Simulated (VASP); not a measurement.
Band structure of Ti3ZrC4 (ordered alloy cell). These are PBEsol GGA, VASP's PBE PAW potentials (set 64) (plane waves; VASP) values and carry that method's errors.

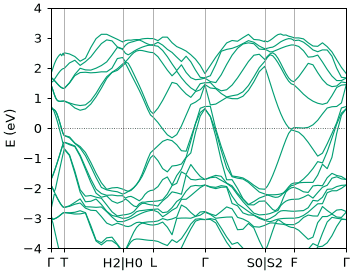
Figure: Bands along high-symmetry lines, zero at the valence-band maximum or, without a gap, the Fermi level

Problem. Read the plot: is there a gap, and where are the band edges?

Solution. It has no gap at this level: it comes out as a metal or semimetal. (Edges off the drawn lines would not show.)

The structure was generated: Ti3ZrC4 was put into an ordered model structure (R-3m), which need not be its known phase. It was relaxed first.
